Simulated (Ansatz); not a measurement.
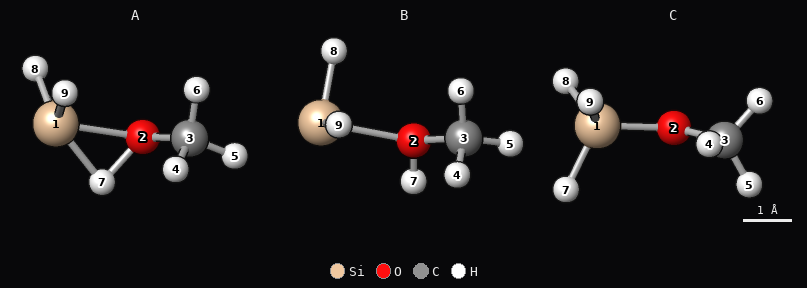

3 geometries from a converged minimum-energy path of CH6OSi, shuffled. Style: ball-and-stick. Shown at a tilt.

Theory: Ansatz, RKS PBE-D4/def2-SVP. Set-up: 7 movable images; climbing image; force threshold 0.05 eV/Å; iteration limit 60; starting path through a guess of the saddle point.

### Which frame is the transition state?

A. In order along the path, whose images run from 0 to 8: C (image 2, +0.04 eV), A (image 5, +2.80 eV), B (image 7, +2.11 eV). A hydrogen atom shifts from one atom to another. Breaking: Si1–H7 (1.50 → 1.65 at the top → 2.52 Å). Forming: O2–H7 (2.54 → 1.29 at the top → 0.98 Å).
